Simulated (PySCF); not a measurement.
**doublet Ge2H2ClOF+: levels of theory compared**

We compute a comparison of 6 runs (U-r2SCAN/6-31G*, UBHLYP/6-31G*, UM06-L/6-31G*, UPBE/6-31G*, UPBE0/6-31G*, UTPSS/6-31G*) of doublet Ge2H2ClOF+. The job is set up through a Python script.

The results are computed with PySCF 2.14.0.

## (1) The structure to begin with

Ge2H2ClOF+: 7 atoms, total charge +1, spin state doublet. SMILES of the parent species: `[F][GeH]1[O][GeH]1[Cl]`. Geometry: relaxed at PBE0-D4/def2-TZVP. That shape belongs to the parent species and isn't relaxed for this state.

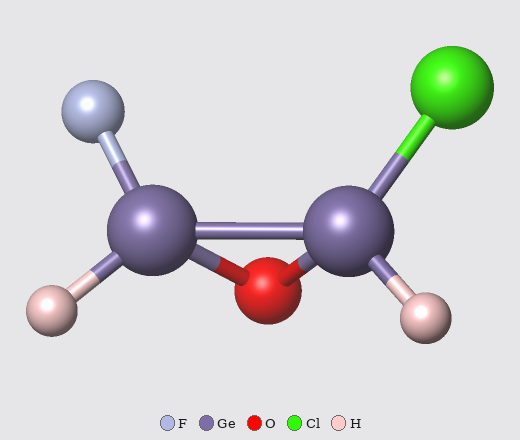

Viewed from a chosen angle; fluorine light blue, germanium purple, oxygen red, chlorine green, hydrogen pink.

## (2) The energy at U-r2SCAN/6-31G(d) (spherical functions) (run 1)

File start.xyz:

```xyz
7
ClFGe2H2O
F     -2.314000    -0.078500     0.729400
Ge    -0.614000     0.047600     1.021500
O      0.299700    -1.220400     0.102800
Ge     0.803600     0.286900    -0.792300
Cl     0.015300     0.365600    -2.774700
H     -0.447500     0.032000     2.543900
H      2.318300     0.498900    -0.876300
```

File input.py:

```python
from pyscf import gto, dft

mol = gto.Mole()
mol.atom = 'start.xyz'
mol.max_memory = 1860
mol.basis = '6-31g*'
mol.charge = 1
mol.spin = 1
mol.verbose = 3
mol.build()

mf = dft.UKS(mol)
mf.xc = 'r2scan'
mf.conv_tol = 1e-10
mf.grids.level = 5
mf.kernel()
if not mf.converged:
    mf = mf.newton().run(mf.mo_coeff, mf.mo_occ)

e_tot = mf.e_tot
print('E(%s) = %.9f' % ('R2SCAN', e_tot))
```

The run is started by

```sh
$ OMP_NUM_THREADS=1 python input.py
```

Output:

```text
WARN: HOMO -0.276686973923036 >= LUMO -0.27668697392303

converged SCF energy = -4789.47385161064  <S^2> = 0.75480041  2S+1 = 2.0047947
E(R2SCAN) = -4789.473851611
```

Wall time 3.4 min (1 thread of Arm Neoverse V2, shared host); peak memory 0.69 GiB.

## (3) The energy at UBHLYP/6-31G(d) (spherical functions) (run 2)

File mol.xyz:

```xyz
7
ClFGe2H2O
F     -2.314000    -0.078500     0.729400
Ge    -0.614000     0.047600     1.021500
O      0.299700    -1.220400     0.102800
Ge     0.803600     0.286900    -0.792300
Cl     0.015300     0.365600    -2.774700
H     -0.447500     0.032000     2.543900
H      2.318300     0.498900    -0.876300
```

File job.py:

```python
from pyscf import gto, dft

molecule = gto.M(
    atom='mol.xyz',
    verbose=3,
    basis='6-31g*',
    charge=1,
    max_memory=1860,
    spin=1,
)

mf = dft.UKS(molecule, xc='bhandhlyp')
mf.conv_tol = 1e-10
mf.grids.level = 5
mf.kernel()
if not mf.converged:
    mf = mf.newton().run(mf.mo_coeff, mf.mo_occ)

e_tot = mf.e_tot
print('Final energy', e_tot)
```

The run is started by

```sh
$ OMP_NUM_THREADS=1 python job.py
```

Output:

```text
WARN: HOMO -0.274515681266066 >= LUMO -0.274515681266064

converged SCF energy = -4789.47590826282  <S^2> = 0.76351262  2S+1 = 2.0134673
Final energy -4789.475908262821
```

Wall time 1.8 min (1 thread of Arm Neoverse V2, shared host); peak memory 0.68 GiB.

Runs 3 to 5 aren't shown in full; the table further down has their settings and results.

## (4) The energy at UTPSS/6-31G(d) (spherical functions) (run 6)

File run.py:

```python
from pyscf import gto, dft

mol = gto.M(
    atom='''
F     -4.372826    -0.148344     1.378366
Ge    -1.160292     0.089951     1.930355
O      0.566351    -2.306222     0.194264
Ge     1.518584     0.542162    -1.497230
Cl     0.028913     0.690884    -5.243423
H     -0.845652     0.060471     4.807274
H      4.380952     0.942784    -1.655967
''',
    basis='6-31g*',
    charge=1,
    max_memory=1860,
    unit='bohr',
    verbose=4,
    spin=1,
)

mf = dft.UKS(mol)
mf.xc = 'tpss'
mf.grids.level = 5
mf.conv_tol = 1e-10
mf.kernel()
if not mf.converged:
    mf = mf.newton().run(mf.mo_coeff, mf.mo_occ)

etot = mf.e_tot
print('E(%s) = %.9f' % ('TPSS', etot))
```

The run is started by

```sh
$ OMP_NUM_THREADS=1 python run.py
```

Output:

```text
PySCF version 2.14.0

[... 126 lines left out ...]
converged SCF energy = -4789.59662979135  <S^2> = 0.75281987  2S+1 = 2.0028179
E(TPSS) = -4789.596629791
```

It took 3.2 min on 1 thread of Arm Neoverse V2, shared host; peak memory 0.69 GiB.

## (5) Overview of the runs

| run | level | energy (Eh) | HOMO energy (eV) | LUMO energy (eV) | ⟨S²⟩ | wall time |
| --- | --- | --- | --- | --- | --- | --- |
| 1 | U-r2SCAN/6-31G* (spherical functions) | -4789.473852 | -13.26 | -12.10 | 0.755 | 3.4 min |
| 2 | UBHLYP/6-31G* (spherical functions) | -4789.475908 | -15.34 | -10.47 | 0.764 | 1.8 min |
| 3 | UM06-L/6-31G* (spherical functions) | -4789.474986 | -13.11 | -12.12 | 0.754 | 3.2 min |
| 4 | UPBE/6-31G* (spherical functions) | -4788.626589 | -12.82 | -12.07 | 0.752 | 91 s |
| 5 | UPBE0/6-31G* (spherical functions) | -4788.754106 | -14.20 | -11.42 | 0.756 | 1.7 min |
| 6 | UTPSS/6-31G* (spherical functions) | -4789.596630 | -13.01 | -12.10 | 0.753 | 3.2 min |

## (6) Summary of results

| quantity | value |
| --- | --- |
| run 6: total energy | -4789.59663 Eh |
| run 6: HOMO energy (highest over α and β) | -13.01 eV |
| run 6: LUMO energy (lowest over α and β) | -12.10 eV |
| run 6: ⟨S²⟩ | 0.753 |

What this shows: Totals of different functionals can't be ranked against each other. All runs together took 15 min, the longest 3.4 min.
